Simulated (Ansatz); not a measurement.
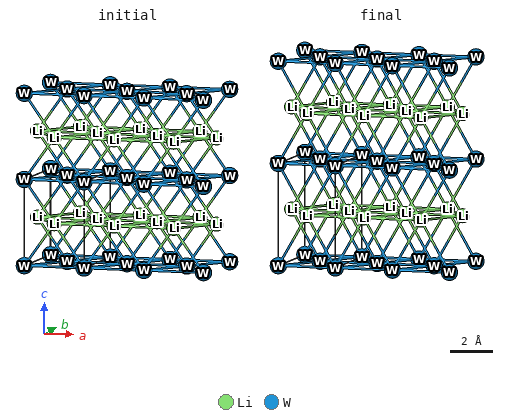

The structure of solid LiW (a generated structure, set up in Cmmm) (coarse preliminary run) before (left) and after (right) a relaxation, at one scale.

A ball-and-stick model of the conventional cell (2 times the calculation's cell), repeated 3 × 1 × 2 with one cell outlined, seen slightly off an axis. Lengths and directions refer to the drawn axes.

Computed with Ansatz, DFT PBE, scalar-relativistic, plane waves, PAW. Settings: plane-wave cutoff 420 eV; k-point mesh 8 × 8 × 4; occupations gaussian; smearing width 0.1 eV; no spin polarisation; cell and atoms relaxed; force threshold 0.04 eV/Å; at most 70 steps.

What changed between the two?

The energy falls by 201 meV per atom in 6 accepted moves (8 points after the start). All forces vanish by symmetry, so only the cell relaxes. The pressure goes from 8.30 to 0.00 GPa. At 2 points the geometry stayed and the basis and grid were re-selected for the new cell (energy shift of 2.1 meV per atom at most each time). The atoms keep their places relative to the cell (all moves are under 0.005 Å). The volume changes by +14.6 %, with a 3.023 → 2.887 Å (−4.5 %), b 4.336 → 4.389 Å (+1.2 %), c 4.208 → 4.990 Å (+18.6 %). Near-neighbour distances that change, for instance: Li–W 2.591 → 2.883 Å, W–W 3.023 → 2.887 Å, Li–Li 3.023 → 2.887 Å, Li–Li 2.643 → 2.627 Å. The space group stays Cmmm (No. 65). Cost: 13 s on 1 thread of Arm Neoverse V2 (shared host), peak memory 0.3 GiB.

Limits of the set-up: the k-point mesh is coarse for a cell with partly filled bands.
